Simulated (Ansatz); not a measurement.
**C$_{2}$F$_{2}$HfN$_{2}$O$_{2}$ (SMILES O=C=[N][Hf]([F])([F])[N]=C=O): density, localisation and related maps**

Input file:

```
crystal:
  periodic: [false, false, false]
  atoms:
    - {symbol: O, position_ang: [3.826057, -0.797890, -0.153757]}
    - {symbol: C, position_ang: [2.740100, -0.406057, -0.276175]}
    - {symbol: N, position_ang: [1.613659, -0.001000, -0.401773]}
    - {symbol: Hf, position_ang: [-0.270008, 0.697970, -0.633544]}
    - {symbol: F, position_ang: [-0.841168, 0.406437, -2.417131]}
    - {symbol: F, position_ang: [-0.306219, 2.558615, -0.274239]}
    - {symbol: N, position_ang: [-1.511043, -0.263297, 0.641706]}
    - {symbol: C, position_ang: [-2.263486, -0.825680, 1.394215]}
    - {symbol: O, position_ang: [-2.987882, -1.369087, 2.120696]}
basis:
  gaussian: {orbitals: def2-TZVPP}
hamiltonian: {xc: pbe0, dispersion: d4}
output: {orbitals: {seedname: orbitals}}
```

Launched as:

```sh
ansatz run in.yaml --threads 4 --pin off --events-out ev --progress --plain --max-ram 11315MiB
```

Geometry: PBE0-D4/def2-TZVP; core potentials replace the inner electrons of Hf.

Method: RKS PBE0-D4/def2-TZVPP in Ansatz 0.2.0.

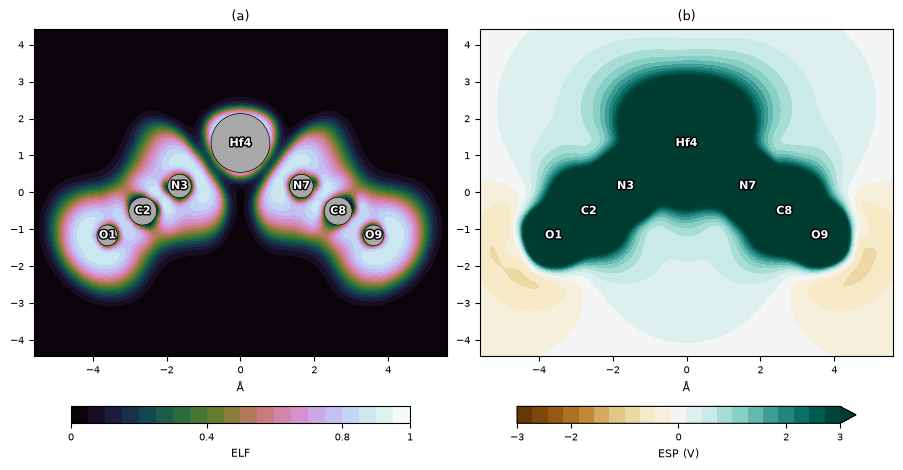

Figure 1. (a) ELF; (b) electrostatic potential on the plane of atoms N3, Hf4 and N7. Grey discs cover the atomic cores in the ELF map.

What do the fields say about this system?

Answer. Atoms in the plane: O, C, N and Hf. C–O (1.16 Å): the ELF peaks at about 0.85 between the atoms; a short, multiple covalent bond. C–N (1.20 Å): the ELF peaks at about 0.85 between the atoms; a short, multiple covalent bond. Hf–N (2.02 Å): the ELF peaks at about 0.85 in the valence shell of N, 0.6 Å from its nucleus, and drops to about 0.20 between the two atoms. The ELF also peaks beside O9 and O1, away from the bonds: lone-pair regions. Outside the dense part of the molecule the potential is most negative (−0.8 V) near O1 and O9.

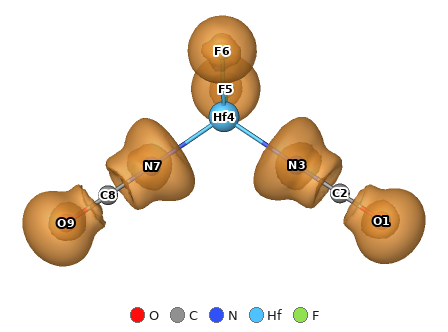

Figure 2. Isosurface of the electron localisation function at 0.75 (orange), seen at a tilt. Core shells and regions of very low density are left out.

Identify the bonds, lone pairs and shells in this picture.

Answer. The ELF exceeds this value in two regions on N in which the atom's valence shell and bonds are merged, two regions on O in which the atom's valence shell and bonds are merged and two regions wrapped around F (the valence shell of each).

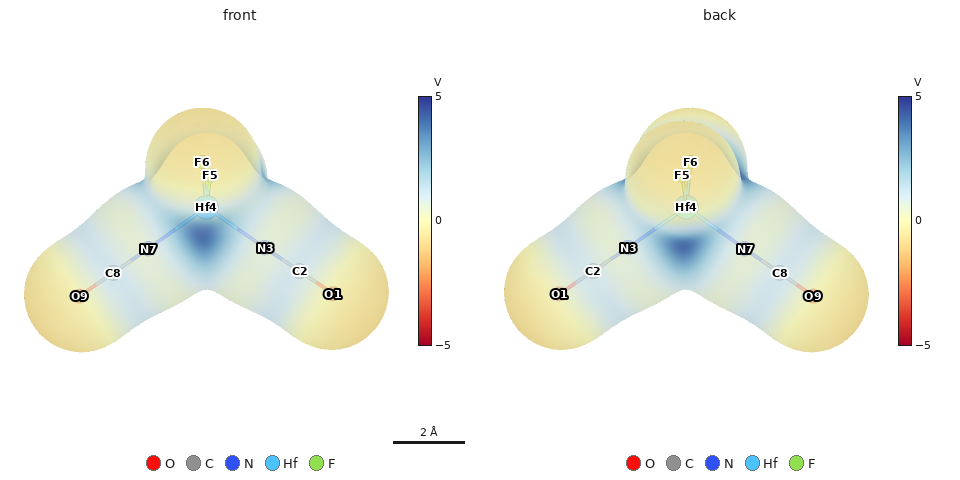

Figure 3. The electrostatic potential painted on the density surface at 0.002 e/bohr³, seen from the front and from behind; the colour scale runs from red (negative) to blue (positive).

Where is the surface potential most negative and most positive?

Answer. The most negative region (about −0.8 V) lies over O1, F5, F6 and O9, the most positive (about +4.3 V) over Hf4.

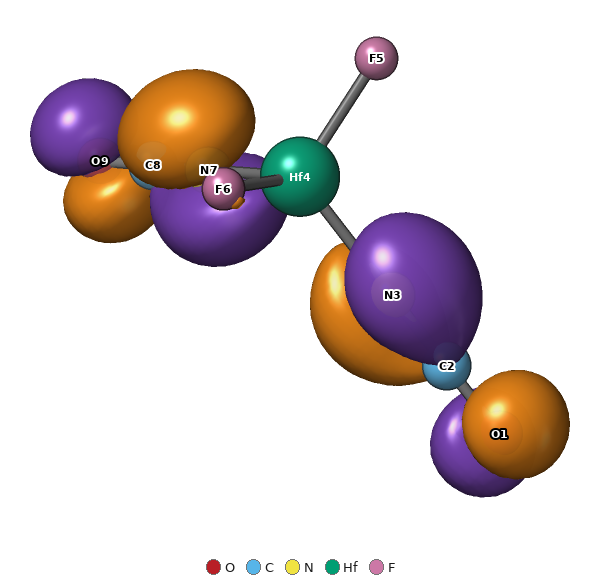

Figure 4. One frontier orbital at ±0.1 Å⁻³ᐟ² (orange and purple are the two phases), seen at an oblique angle.

Which orbital is it: HOMO or LUMO?

Answer. The HOMO, at −9.16 eV. It lies mainly on N3 (about 25 %), N7 (about 25 %), O1 (about 15 %), O9 (about 15 %), C2 (about 5 %) and C8 (about 5 %); largely a combination of lone pairs on N3, N7, O1 and O9.
